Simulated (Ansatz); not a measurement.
```cif
data_structure
_symmetry_space_group_name_H-M 'P 1'
_symmetry_Int_Tables_number 1
_cell_length_a 7.9279
_cell_length_b 7.9279
_cell_length_c 9.7096
_cell_angle_alpha 90.000
_cell_angle_beta 90.000
_cell_angle_gamma 120.000
_cell_volume 528.50
loop_
_atom_site_label
_atom_site_type_symbol
_atom_site_fract_x
_atom_site_fract_y
_atom_site_fract_z
_atom_site_occupancy
Si1 Si 0.00000 0.00000 0.62226 1
Si2 Si 0.33333 0.66667 0.28893 1
Si3 Si 0.66667 0.33333 0.95560 1
Ge1 Ge 0.32948 0.16474 0.29264 1
Ge2 Ge 0.99615 0.49807 0.62597 1
Ge3 Ge 0.66281 0.83141 0.95930 1
Ge4 Ge 0.50193 0.00385 0.62597 1
Ge5 Ge 0.16859 0.33719 0.95930 1
Ge6 Ge 0.83526 0.67052 0.29264 1
Ge7 Ge 0.83526 0.16474 0.29264 1
Ge8 Ge 0.50193 0.49807 0.62597 1
Ge9 Ge 0.16859 0.83141 0.95930 1
Ge10 Ge 0.16474 0.32948 0.70736 1
Ge11 Ge 0.83141 0.66281 0.04070 1
Ge12 Ge 0.49807 0.99615 0.37403 1
Ge13 Ge 0.83141 0.16859 0.04070 1
Ge14 Ge 0.49807 0.50193 0.37403 1
Ge15 Ge 0.16474 0.83526 0.70736 1
Si4 Si 0.00000 0.00000 0.37774 1
Si5 Si 0.33333 0.66667 0.04440 1
Si6 Si 0.66667 0.33333 0.71107 1
Ge16 Ge 0.33719 0.16859 0.04070 1
Ge17 Ge 0.00385 0.50193 0.37403 1
Ge18 Ge 0.67052 0.83526 0.70736 1
```

Space group R-3m; a generated structure, not necessarily the stable one.

All numbers below come from DFT PBEsol, scalar-relativistic, plane waves, PAW in Ansatz.

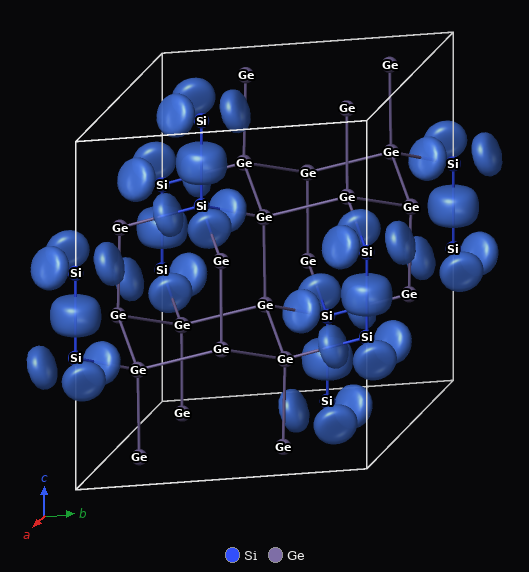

SiGe$_{3}$. Isosurface of the ELF at 0.8 (blue), seen at an oblique angle. Only the valence region is drawn (cores and ρ < 0.01 e/Å³ removed). Sticks mark near contacts.

Core electrons are frozen (PAW), and the valence fields are smoothed inside the atomic spheres.

Identify the bonds, lone pairs and shells in this picture.

The ELF exceeds this value in 18 regions between bonded Ge–Si atoms (shared pairs) and three regions between bonded Si–Si atoms (shared pairs), counted in one cell of 24 atoms. Any copies at cell faces, edges or corners count once. Along the contacts the grid gives the following. Si–Si (2.37 Å): the ELF peaks at about 0.95 between the atoms; a shared electron pair. Si–Ge (2.41 Å): the ELF peaks at about 0.90 between the atoms, as expected for a shared electron pair.
